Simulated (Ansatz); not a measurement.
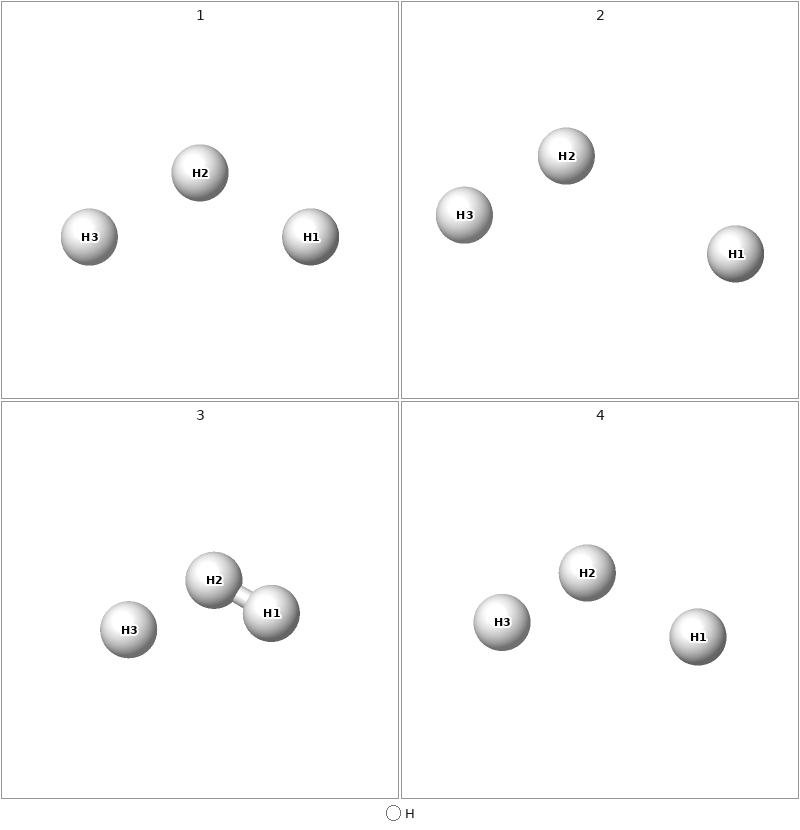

The system H⁺ + H₂. 
- The first coordinate is: distance H1–H2; the second: distance H2–H3.
- Nothing is relaxed (the angle H1–H2–H3 is fixed at 120 degrees).
- The scan uses a 17 × 17 grid; 153 points were computed and 136 follow by symmetry.
- Energies are in kJ/mol, from H with charge +1 far from the relaxed HH (each part in its own basis).
- The restricted reference is unstable at some or all points, so the energies there are unreliable.
- All numbers below come from RHF-MP2, frozen core/aug-cc-pVTZ (Ansatz 0.2.0).

The numbered pictures are structures from this grid.

Q: Which is the most stable, and how do the others follow?

A: 3, at distance H1–H2 = 0.699 Å, distance H2–H3 = 1.039 Å: −262 kJ/mol; 4, at distance H1–H2 = 1.349 Å, distance H2–H3 = 1.039 Å: −150 kJ/mol; 1, at distance H1–H2 = 1.349 Å, distance H2–H3 = 1.349 Å: −57 kJ/mol; 2, at distance H1–H2 = 2.063 Å, distance H2–H3 = 1.242 Å: 70 kJ/mol.

The map, with the structures marked:

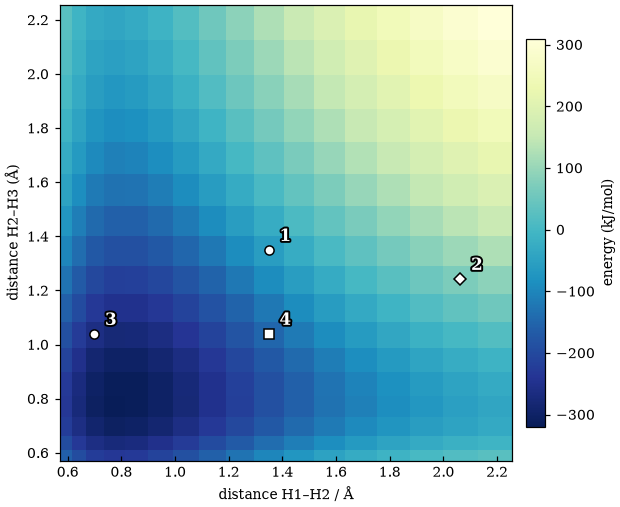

Drawn: one coloured cell a grid point.
